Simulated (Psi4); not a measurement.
**HF/STO-3G run of SO2 (SMILES O=S=O)**

What is the energy change on altering one bond length of SO2 at HF/STO-3G? 

Program for the calculation: Psi4 1.11.

9 further runs of the same task are left out: 8 that didn't finish, 1 set aside as unsound or not needed.

## 1. The system as given

The species is SO2 (3 atoms), meant as a singlet with charge 0. As SMILES, `O=S=O`. Geometry: relaxed at PBE0-D4/def2-TZVP.

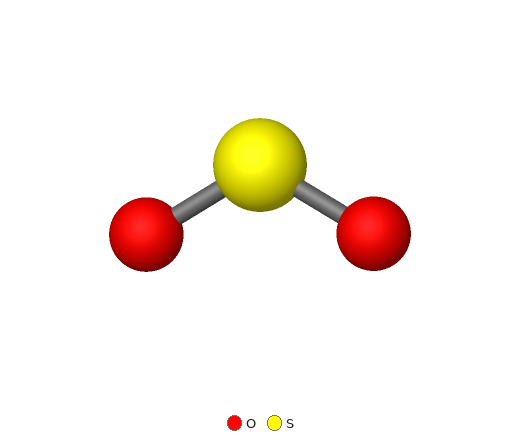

The structure, seen from a chosen angle (oxygen red, sulfur yellow).

## 2. The energy at HF/STO-3G

calc.py

```python
import psi4

psi4.set_memory(2200000000)
psi4.set_num_threads(1)
psi4.core.set_output_file('output.dat', False)

m = psi4.geometry("""
O     -0.974420     0.645900    -0.459510
S      0.269520     0.357380     0.186790
O      0.704900    -1.003280     0.272720
symmetry c1
no_reorient
no_com
""")

psi4.set_options({
    'puream': True,
    'e_convergence': 1e-09,
    'd_convergence': 1e-08,
    'scf_type': 'pk',
})

E, wfn = psi4.energy("scf/STO-3G", molecule=m, return_wfn=True)
psi4.oeprop(wfn, "LOWDIN_CHARGES", "QUADRUPOLE", "MULLIKEN_CHARGES", title="SCF")
print(f'scf/STO-3G energy: {E:.10f} Eh')
for k, v in sorted(psi4.core.scalar_variables().items()):
    print(f'{k:45s} {v:18.10f}')
```

Run with:

```
$ python calc.py
```

output.dat:

```text
[...]
  Running in c1 symmetry.
[...]
  Nuclear repulsion =  108.393821834018638
[...]
  Multiplicity = 1
[...]
  Nalpha       = 16
  Nbeta        = 16
[...]
    Number of basis functions: 19
[...]
   @RHF iter   1:  -540.42590339168601   -5.93957e-01   2.37904e-02 DIIS/ADIIS
[...]
   @RHF iter  11:  -540.60269250659621   -1.13687e-13   3.73605e-09 DIIS
[...]
    Orbital Energies [Eh]
    ---------------------
    Doubly Occupied:
       1A    -91.056766     2A    -20.187168     3A    -20.187120
       4A     -8.933293     5A     -6.567328     6A     -6.561991
       7A     -6.561052     8A     -1.399684     9A     -1.274098
      10A     -0.746202    11A     -0.560700    12A     -0.551658
      13A     -0.521090    14A     -0.358684    15A     -0.301395
      16A     -0.282055
[...]
  @RHF Final Energy:  -540.60269250659621
   => Energetics <=
    Nuclear Repulsion Energy =            108.3938218340186381
    One-Electron Energy =                -965.8924604460721639
    Two-Electron Energy =                 316.8959461054574263
    Total Energy =                       -540.6026925065962132
[...]
 Multipole Moments:
 ------------------------------------------------------------------------------------
     Multipole            Electronic (a.u.)      Nuclear  (a.u.)        Total (a.u.)
 ------------------------------------------------------------------------------------
 L = 1.  Multiply by 2.5417464519 to convert [e a0] to [Debye]
 Dipole X            :         -3.6906343            4.0745519            0.3839176
 Dipole Y            :         -4.8937325            5.4028026            0.5090701
 Dipole Z            :         -2.5577826            2.8238555            0.2660729
 Magnitude           :                                                    0.6908979
 L = 2.  Multiply by 1.3450342976 to convert [e a0^2] to [Debye ang]
 Quadrupole XX       :        -61.9064014           45.4713800          -16.4350214
 Quadrupole XY       :         34.7052145          -32.6808950            2.0243195
[...]
  Mulliken Charges: (a.u.)
   Center  Symbol    Alpha    Beta     Spin     Total
       1     O     4.22554  4.22554  0.00000 -0.45108
       2     S     7.54892  7.54892  0.00000  0.90215
       3     O     4.22554  4.22554  0.00000 -0.45108
   Total alpha = 16.00000, Total beta = 16.00000, Total charge = -0.00000
  Lowdin Charges: (a.u.)
   Center  Symbol    Alpha    Beta     Spin     Total
       1     O     4.21871  4.21871  0.00000 -0.43742
       2     S     7.56258  7.56258  0.00000  0.87485
       3     O     4.21871  4.21871  0.00000 -0.43742
[...]
```

On the terminal:

```text
scf/STO-3G energy: -540.6026925066 Eh
CURRENT ENERGY                                   -540.6026925066
CURRENT REFERENCE ENERGY                         -540.6026925066
DD SOLVATION ENERGY                                 0.0000000000
HF KINETIC ENERGY                                 535.5068233808
HF POTENTIAL ENERGY                             -1076.1095158874
HF TOTAL ENERGY                                  -540.6026925066
HF VIRIAL RATIO                                     2.0095159742
NUCLEAR REPULSION ENERGY                          108.3938218340
ONE-ELECTRON ENERGY                              -965.8924604461
PCM POLARIZATION ENERGY                             0.0000000000
PE ENERGY                                           0.0000000000
SCF ITERATION ENERGY                             -540.6026925066
SCF ITERATIONS                                     11.0000000000
SCF TOTAL ENERGY                                 -540.6026925066
TWO-ELECTRON ENERGY                               316.8959461055
```

It took 3.9 s on 1 thread of Intel Xeon at 2.50GHz (Skylake/Cascade Lake), shared host; peak memory 0.18 GiB.

## 3. The distorted shape, same level

job.json

```json
{
 "schema_name": "qcschema_input",
 "schema_version": 1,
 "molecule": {
  "schema_name": "qcschema_molecule",
  "schema_version": 2,
  "symbols": ["O", "S", "O"],
  "geometry": [-4.66216789, 1.87482752, -2.33391003, 0.50931899, 0.67535032, 0.35298194, 1.33206795, -1.89592443, 0.51536611],
  "molecular_charge": 0,
  "molecular_multiplicity": 1,
  "fix_symmetry": "c1"
 },
 "driver": "energy",
 "model": {
  "method": "scf",
  "basis": "STO-3G"
 },
 "keywords": {
  "puream": true,
  "e_convergence": 1e-09,
  "d_convergence": 1e-08,
  "scf_type": "pk"
 }
}
```

Run with:

```
$ psi4 --qcschema job.json -n 1 --memory 2200MB
```

stdout, shortened:

```text
[...]
  Running in c1 symmetry.
[...]
  Nuclear repulsion =   77.224083535656646
[...]
  Multiplicity = 1
[...]
  Nalpha       = 16
  Nbeta        = 16
[...]
    Number of basis functions: 19
[...]
   @RHF iter   1:  -538.90780557995527    6.58085e-02   1.26120e-02 ADIIS/DIIS
[...]
   @RHF iter  31:  -540.53316917404652    1.13687e-13   7.49777e-10 DIIS
[...]
    Orbital Energies [Eh]
    ---------------------
    Doubly Occupied:
       1A    -90.786171     2A    -20.285049     3A    -20.267253
       4A     -8.694718     5A     -6.327581     6A     -6.325018
       7A     -6.319558     8A     -1.330026     9A     -1.120798
      10A     -0.739976    11A     -0.511849    12A     -0.452465
      13A     -0.408387    14A     -0.406627    15A     -0.403045
      16A     -0.206900
[...]
  @RHF Final Energy:  -540.53316917404652
   => Energetics <=
    Nuclear Repulsion Energy =             77.2240835356566464
    One-Electron Energy =                -906.3436590569140208
    Two-Electron Energy =                 288.5864063472108114
    Total Energy =                       -540.5331691740466340
[...]
 Multipole Moments:
 ------------------------------------------------------------------------------------
     Multipole            Electronic (a.u.)      Nuclear  (a.u.)        Total (a.u.)
 ------------------------------------------------------------------------------------
 L = 1.  Multiply by 2.5417464519 to convert [e a0] to [Debye]
 Dipole X            :         -0.1271241            0.0111645           -0.1159596
 Dipole Y            :          0.3661296            0.0030614            0.3691910
 Dipole Z            :          0.0000000           -0.0000000            0.0000000
 Magnitude           :                                                    0.3869737
[...]
```

The result, in JSON:

```text
{
 "driver": "energy",
 "model": {
  "method": "scf",
  "basis": "STO-3G"
 },
 "success": true,
 "return_result": -540.5331691740465,
 "properties": {
  "calcinfo_nbasis": 19,
  "calcinfo_nmo": 19,
  "calcinfo_nalpha": 16,
  "calcinfo_nbeta": 16,
  "calcinfo_natom": 3,
  "nuclear_repulsion_energy": 77.22408353565665,
  "return_energy": -540.5331691740465,
  "scf_one_electron_energy": -906.343659056914,
  "scf_two_electron_energy": 288.5864063472108,
  "scf_dipole_moment": [-0.11595960353492052, 0.3691910344541365, 2.3525460662121993e-14],
  "scf_total_energy": -540.5331691740465,
  "scf_iterations": 31
 }
}
```

Wall time 4.2 s (1 thread of Intel Xeon at 2.50GHz (Skylake/Cascade Lake), shared host); peak memory 0.18 GiB.

## 4. Results

At HF/STO-3G:

| quantity | value |
| --- | --- |
| first shape: total energy | -540.60269 Eh |
| first shape: dipole moment | 1.76 D |
| first shape: HOMO energy | -7.68 eV |
| first shape: LUMO energy | 4.68 eV |
| first shape: HOMO–LUMO gap | 12.36 eV |
| distorted shape: total energy | -540.53317 Eh |
| distorted shape: dipole moment | 0.98 D |
| distorted shape: HOMO energy | -5.63 eV |
| distorted shape: LUMO energy | 5.28 eV |
| distorted shape: HOMO–LUMO gap | 10.91 eV |
| energy change with the O1–S2 bond stretched from 1.431 to 3.149 Å | 1.892 eV |

**Reading.** With the O1–S2 bond stretched from 1.431 to 3.149 Å the energy rises by 1.89 eV (183 kJ/mol). The first shape isn't relaxed at this level, so the change isn't measured from a minimum. A restricted reference can't describe the breaking bond well at this length. The minimal basis adds a large error of its own. Mulliken charges (first shape) run from -0.45 on O1 to +0.90 on S2; they depend strongly on the basis.
